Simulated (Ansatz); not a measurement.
Strength of the S–Au bond: AuSH → Au + HS

Species: AuSH `[SH][Au]`, singlet; Au atom, doublet; HS, doublet. 

Shapes, held fixed at every level: PBE0-D4/def2-TZVP. Programs: Ansatz 0.2.0. The zero-point and thermal change to 298 K, harmonic and unscaled (PBE0-D4/def2-TZVP), is -2.6 kJ/mol.

| level | kind | ΔH(298 K) (kJ/mol) | less CCSD(T)/def2-TZVPP |
| --- | --- | --- | --- |
| HF/def2-TZVPP | Hartree–Fock | +105.6 | -137.0 |
| r2SCAN-D4/def2-TZVPP | meta-GGA | +263.0 | +20.4 |
| B3LYP-D4/def2-TZVPP | global hybrid | +236.1 | -6.5 |
| BHLYP-D4/def2-TZVPP | global hybrid | +211.6 | -31.0 |
| PBE0-D4/def2-TZVPP | global hybrid | +249.1 | +6.5 |
| wB97X-V/def2-TZVPP | range-separated hybrid | +243.6 | +1.0 |
| CCSD(T)/def2-TZVPP | coupled cluster or CI | +242.6 | 0.0 |

The highest level, CCSD(T)/def2-TZVPP, gives ΔH(298 K) = +242.6 kJ/mol; the levels span +105.6 to +263.0. The column of differences is taken from that level and isn't an error. Hartree–Fock misses the correlation of the pair that is broken and comes out low. No measured value is set beside it here. T1 is large for AuSH, so single-reference values are less sure there. Open shells run unrestricted unless RO is named. For atoms past krypton def2 sets carry core potentials with scalar relativity. Correlated rows may include outer-core shells of Au, which these sets cover unevenly.

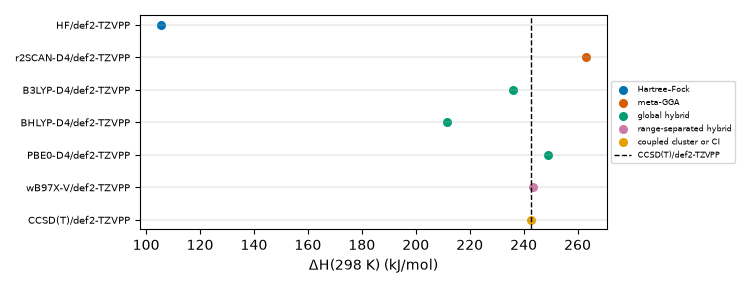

The values of the table, level by level.
